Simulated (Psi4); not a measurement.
**r2SCAN/6-31G(d) (spherical functions, sweep point 6) run of CuNH2 (SMILES [NH2][Cu])**

Aim: the vertical singlet–triplet gap of CuNH2 at r2SCAN/6-31G* (spherical functions, sweep point 6), from 2 runs. 

The results are computed with Psi4 1.11.

4 further runs of the same task are left out: 4 set aside as unsound or not needed.

## Step 1: The structure to begin with

CuNH2: 4 atoms, total charge 0, spin state singlet. As SMILES, `[NH2][Cu]`. The shape is that of a PBE0-D4/def2-TZVP optimisation.

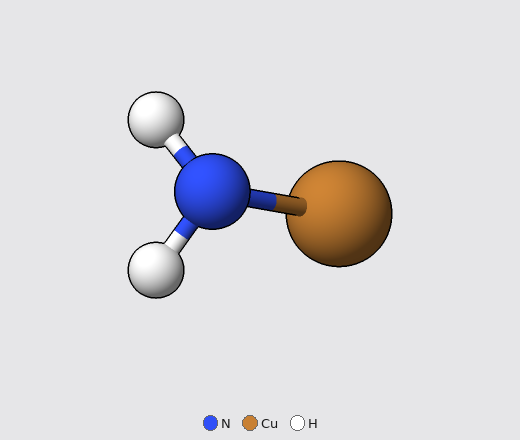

The structure, seen from a chosen angle (nitrogen blue, copper orange, hydrogen white).

## Step 2: The energy at r2SCAN/6-31G(d) (spherical functions, sweep point 6)

The input, input.inp:

```
memory 1.6 GB

molecule mol {
  N     -0.277300     0.250900     0.117500
  Cu     1.383600    -0.301600     0.652600
  H     -0.862400    -0.581500     0.055500
  H     -0.188400     0.571900    -0.845900
  symmetry c1
}

set basis 6-31G*
set puream true
set scf_type pk
set dft_radial_points 99
set dft_spherical_points 590

energy_value = energy("r2scan")
print_variables()
```

Run with:

```bash
$ psi4 -n 1 input.inp input.out
```

input.out:

```text
[...]
  Running in c1 symmetry.
[...]
  Nuclear repulsion =   79.397725323578655
[...]
  Multiplicity = 1
[...]
  Nalpha       = 19
  Nbeta        = 19
[...]
    Number of basis functions: 52
[...]
   @RKS iter   1: -1693.30143755082531    3.67567e-01   6.19746e-02 DIIS/ADIIS
[...]
   @RKS iter  13: -1696.05862635607764   -3.15254e-09   1.39372e-07 DIIS
[...]
    Orbital Energies [Eh]
    ---------------------
    Doubly Occupied:
       1A   -322.428852     2A    -38.619598     3A    -33.808776
       4A    -33.795615     5A    -33.795354     6A    -14.138456
       7A     -4.215408     8A     -2.714782     9A     -2.684989
      10A     -2.683815    11A     -0.770352    12A     -0.410387
      13A     -0.316645    14A     -0.227246    15A     -0.170284
      16A     -0.169828    17A     -0.155033    18A     -0.147582
      19A     -0.146918
[...]
  @RKS Final Energy: -1696.05862635607764
   => Energetics <=
    Nuclear Repulsion Energy =             79.3977253235786549
    One-Electron Energy =               -2521.4802478307601632
    Two-Electron Energy =                 820.8681397723050850
    DFT Exchange-Correlation Energy =     -74.8442436212009454
    Empirical Dispersion Energy =           0.0000000000000000
    VV10 Nonlocal Energy =                  0.0000000000000000
    Total Energy =                      -1696.0586263560776388
[...]
 Multipole Moments:
 ------------------------------------------------------------------------------------
     Multipole            Electronic (a.u.)      Nuclear  (a.u.)        Total (a.u.)
 ------------------------------------------------------------------------------------
 L = 1.  Multiply by 2.5417464519 to convert [e a0] to [Debye]
 Dipole X            :          5.2201492           -4.5308784            0.6892707
 Dipole Y            :         -1.2926980            0.8489829           -0.4437152
 Dipole Z            :          2.2496513           -2.3019292           -0.0522778
 Magnitude           :                                                    0.8214075
[...]
```

It took 8.7 s on 1 thread of Intel Xeon 6975P-C (Granite Rapids), shared host; peak memory 0.96 GiB.

## Step 3: The triplet at the same level

The input, job.dat:

```
memory 1600 MB

molecule mol {
  0 3
  N     -0.277300     0.250900     0.117500
  Cu     1.383600    -0.301600     0.652600
  H     -0.862400    -0.581500     0.055500
  H     -0.188400     0.571900    -0.845900
  symmetry c1
}

set basis 6-31G*
set reference uks
set puream true
set scf_type pk
set dft_radial_points 99
set dft_spherical_points 590
set maxiter 150

energy('r2scan')
```

Run with:

```bash
$ psi4 -n 1 job.dat job.out
```

job.out:

```text
[...]
  Running in c1 symmetry.
[...]
  Nuclear repulsion =   79.397725323578655
[...]
  Multiplicity = 3
[...]
  Nalpha       = 20
  Nbeta        = 18
[...]
    Number of basis functions: 52
[...]
   @UKS iter   1: -1693.10654168776978    5.62463e-01   6.22804e-02 DIIS/ADIIS
[...]
   @UKS iter  16: -1696.02658297053699   -8.23502e-09   6.39255e-07 DIIS
[...]
   @S^2 Observed:                2.003611517E+00
[...]
    Orbital Energies [Eh]
    ---------------------
    Alpha Occupied:
       1A   -322.518374     2A    -38.722777     3A    -33.918232
       4A    -33.899606     5A    -33.883138     6A    -14.166237
       7A     -4.321463     8A     -2.832259     9A     -2.797473
      10A     -2.765490    11A     -0.807524    12A     -0.441632
      13A     -0.363776    14A     -0.316677    15A     -0.247250
      16A     -0.246817    17A     -0.242888    18A     -0.236698
      19A     -0.231793    20A     -0.146521
    Alpha Virtual:
      21A     -0.020236    22A     -0.016344    23A      0.032963
      24A      0.129900    25A      0.144677    26A      0.181006
[...]
  @UKS Final Energy: -1696.02658297053699
   => Energetics <=
    Nuclear Repulsion Energy =             79.3977253235786549
    One-Electron Energy =               -2518.8903990133289881
    Two-Electron Energy =                 818.2369722218845709
    DFT Exchange-Correlation Energy =     -74.7708815026710454
    Empirical Dispersion Energy =           0.0000000000000000
    VV10 Nonlocal Energy =                  0.0000000000000000
    Total Energy =                      -1696.0265829705369924
[...]
 Multipole Moments:
 ------------------------------------------------------------------------------------
     Multipole            Electronic (a.u.)      Nuclear  (a.u.)        Total (a.u.)
 ------------------------------------------------------------------------------------
 L = 1.  Multiply by 2.5417464519 to convert [e a0] to [Debye]
 Dipole X            :          4.2627135           -4.5308784           -0.2681649
 Dipole Y            :         -1.1251235            0.8489829           -0.2761406
 Dipole Z            :          1.7480350           -2.3019292           -0.5538942
 Magnitude           :                                                    0.6745108
[...]
```

It took 14 s on 1 thread of Intel Xeon 6975P-C (Granite Rapids), shared host; peak memory 0.96 GiB.

## Step 4: Outcome

Level: r2SCAN/6-31G* (spherical functions, sweep point 6).

| quantity | value |
| --- | --- |
| singlet: total energy | -1696.05863 Eh |
| singlet: dipole moment | 2.09 D |
| singlet: HOMO energy | -4.00 eV |
| singlet: LUMO energy | -2.64 eV |
| singlet: HOMO–LUMO gap | 1.36 eV |
| triplet: total energy | -1696.02658 Eh |
| triplet: dipole moment | 1.71 D |
| triplet: HOMO energy (highest over α and β) | -3.99 eV |
| triplet: ⟨S²⟩ | 2.004 |
| vertical energy of the triplet above the singlet | 0.872 eV |

What this shows: At this shape the triplet lies 0.87 eV (20.1 kcal/mol) above the singlet.
